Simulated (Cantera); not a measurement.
Charge: 1 mol TiO2, 0.94 mol CH4, 0.13 mol H2, held at 28.0 mbar.

These are equilibrium values from Cantera (NASA tables, ideal gas, pure condensed phases), not measurements of a reactor. Candidate condensed phases: C, C6H6, C7H8, C8H18, H2O, Ti, TiC, TiO, TiO2, Ti2O3, Ti3O5, Ti4O7; 113 gas species. Mutual solubility and eutectic melting of coexisting phases are not modelled. TiC, TiO: taken at fixed stoichiometry. Condensed phases not in the tables: Magnéli phases beyond Ti4O7, solid solutions among these carbides, nitrides and lower oxides. Kinetics and transport are ignored.

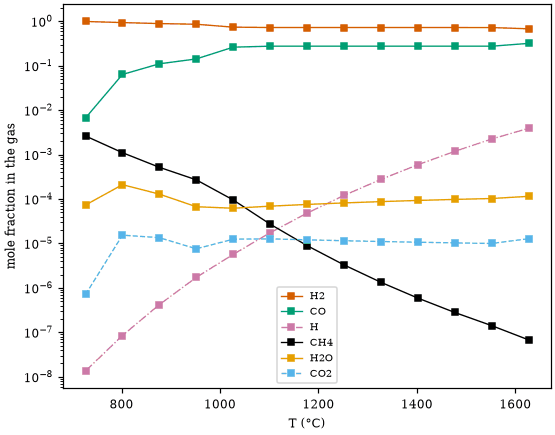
Figure: Equilibrium gas composition (values under 1e-9 drawn at 1e-9)

From 727 °C to 802 °C the condensed part is C(graphite) + TiO2(rutile) + Ti4O7(s). At 877 °C the condensed part is C(graphite) + Ti4O7(s). At 952 °C the condensed part is C(graphite) + Ti3O5(s). At 1027 °C the condensed part is TiC(s) + Ti3O5(s). From 1102 °C to 1552 °C the condensed part is TiC(s) + Ti2O3(s). At 1627 °C the condensed part is TiO(s) + Ti2O3(s).
